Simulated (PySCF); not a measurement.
Cl2

```yaml
atoms:
  - { symbol: Cl, position_ang: [0.0000, 0.0000, -1.0165] }
  - { symbol: Cl, position_ang: [0.0000, 0.0000, 1.0165] }
```

Computed with PBE0/def2-SVPD, non-relativistic Hamiltonian with scalar-relativistic core potentials where named, at a bond length of 2.033 Å (PySCF 2.14.0).

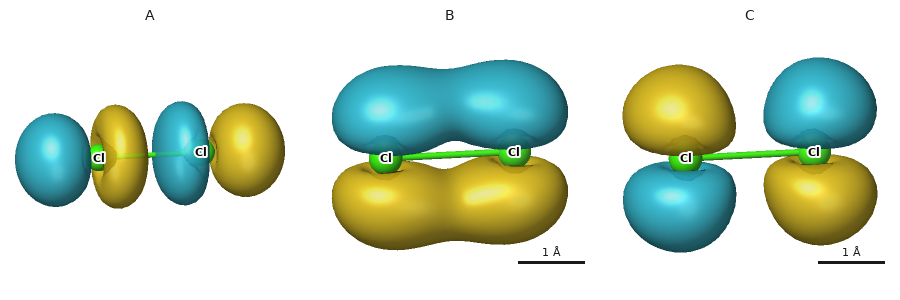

Figure 1. Three frontier orbitals, each drawn at the value that holds 80 % of its norm (yellow and cyan are the two phases), in no order; of a degenerate pair one member is drawn.

### Label each orbital by symmetry, say whether it is occupied, and order them by energy.

Orbital B: πu, occupied, −11.65 eV; with no node between the nuclei, bonding.
Orbital C: πg, occupied, −8.98 eV; antibonding, with a node between the atoms.
Orbital A: σu, empty, −3.80 eV; antibonding, with a node between the atoms.

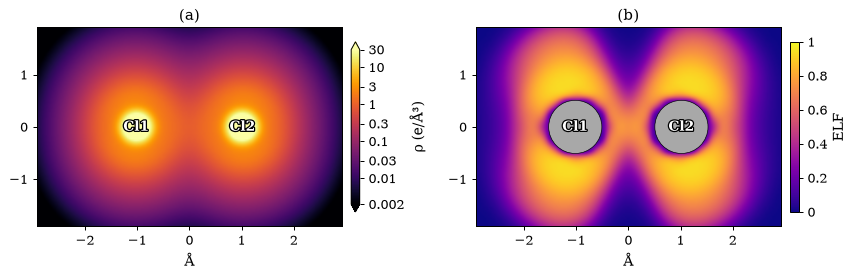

Figure 2. (a) total electron density; (b) electron localisation function on a plane that holds the molecular axis. Grey discs cover the atomic cores in the ELF map.

### What do the fields say about this system?

- The plane passes through Cl nuclei.
- Cl–Cl (2.03 Å): ρ at the midpoint is about 0.91 e/Å³; the ELF peaks at about 0.75 between the atoms: localised, covalent bonding.
- The ELF also peaks beside Cl1 and Cl2, away from the bonds: lone-pair regions.

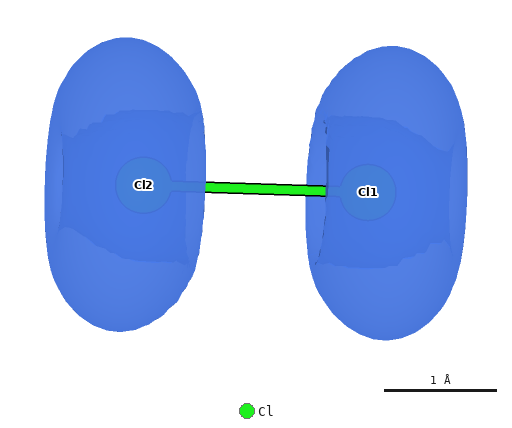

Figure 3. Isosurface of the ELF at 0.8 (blue), seen from one side. Core shells and regions of very low density are left out.

### What do the ELF domains correspond to?

The surface consists of two regions wrapped around Cl (its lone pairs, merged into a ring or cap).
